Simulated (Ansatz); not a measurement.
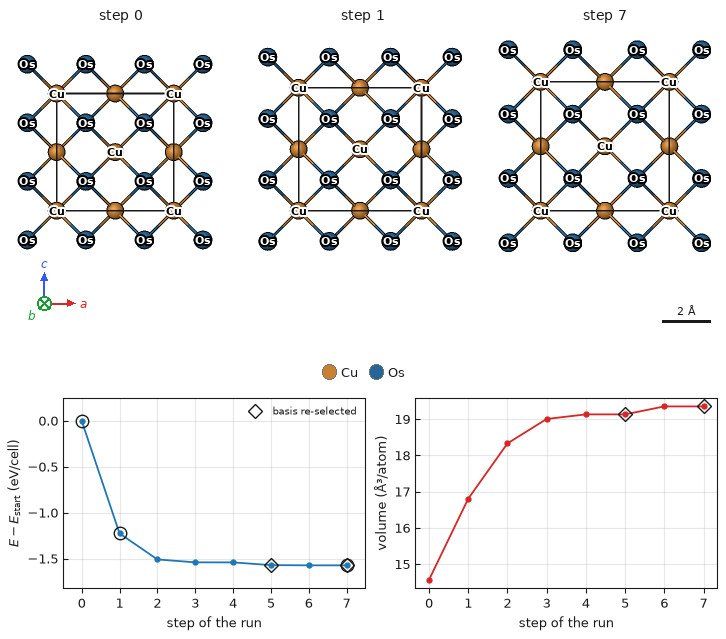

Frames of a relaxation of a crystal of CuOs (built on the zinc blende_216 type) (coarse preliminary run), marked on the history of the run. The picture is a ball-and-stick view of the conventional cell (4 times the calculation's cell), seen along the b axis. Lengths and directions refer to the drawn axes.

Case: zinc blende type (F-43m, No. 216).

The calculation used Ansatz 0.2.0, DFT PBE, scalar-relativistic, plane waves, PAW.

Input
```yaml
crystal:
  lattice:
    - [0.0, 2.4425310639, 2.4425310639]
    - [2.4425310639, 0.0, 2.4425310639]
    - [2.4425310639, 2.4425310639, 0.0]
  atoms:
    - { symbol: Cu, position: [0.0, 0.0, 0.0] }
    - { symbol: Os, position: [0.75, 0.75, 0.75] }
basis:
  ecutwfc: 420
kpoints:
  mp_grid: { grid: [6, 6, 6] }
hamiltonian:
  xc: pbe
scf:
  occupations: { method: gaussian, width: 0.1 }
  lower_state_search: "off"
output:
  forces: true
  stress: true
  eigenvalues: true
relax:
  adjacent_minimum: "off"
  f_tol: 0.04
  max_steps: 70
  cell: { stress_tol: 0.4 }
```

Command:
```bash
ansatz run input.yaml --threads 1 --pin off --max-ram 2560MiB --backend cpu --events-out ev --progress --plain --runs-dir out
```

**What happens along the run?**

No atom moves by more than 0.005 Å relative to the cell. The drawn cell changes as follows: a = b = c 4.885 → 5.370 Å (+9.9 %); the volume changes by +32.8 %. Some distances before and after: Cu1–Os2 2.115 → 2.325 Å. The space group stays F-43m (No. 216). Over 5 accepted moves (7 points after the start) the energy falls by 1.572 eV per cell of the calculation. All forces vanish by symmetry, so only the cell relaxes. Pressure: 68.79 GPa at the start and 0.29 GPa at the end. At 2 points the geometry stayed and the basis and grid were re-selected for the new cell (energy shift of 29.5 meV per cell of the calculation at most each time). The run took 11 s on 1 thread of Intel(R) Xeon(R) 6975P-C (Granite Rapids) (shared host), peak memory 0.35 GiB. From step 0 to 1: volume +15.3 %, energy −1.225 eV per cell of the calculation. From step 1 to 7: volume +15.1 %, energy −0.347 eV per cell of the calculation.

```json
{"step": "0", "E − E(0), meV/atom": "0.00", "pressure, GPa": "68.79", "volume, Å³/atom": "14.572", "note": ""}
{"step": "1", "E − E(0), meV/atom": "-612.56", "pressure, GPa": "24.21", "volume, Å³/atom": "16.809", "note": ""}
{"step": "2", "E − E(0), meV/atom": "-753.79", "pressure, GPa": "6.81", "volume, Å³/atom": "18.333", "note": ""}
{"step": "3", "E − E(0), meV/atom": "-769.60", "pressure, GPa": "0.99", "volume, Å³/atom": "19.006", "note": ""}
{"step": "4", "E − E(0), meV/atom": "-769.93", "pressure, GPa": "-0.01", "volume, Å³/atom": "19.133", "note": ""}
{"step": "5", "E − E(0), meV/atom": "-784.66", "pressure, GPa": "1.71", "volume, Å³/atom": "19.133", "note": "same geometry, new basis"}
{"step": "6", "E − E(0), meV/atom": "-785.95", "pressure, GPa": "0.30", "volume, Å³/atom": "19.352", "note": ""}
{"step": "7", "E − E(0), meV/atom": "-786.01", "pressure, GPa": "0.29", "volume, Å³/atom": "19.352", "note": "same geometry, new basis"}
```
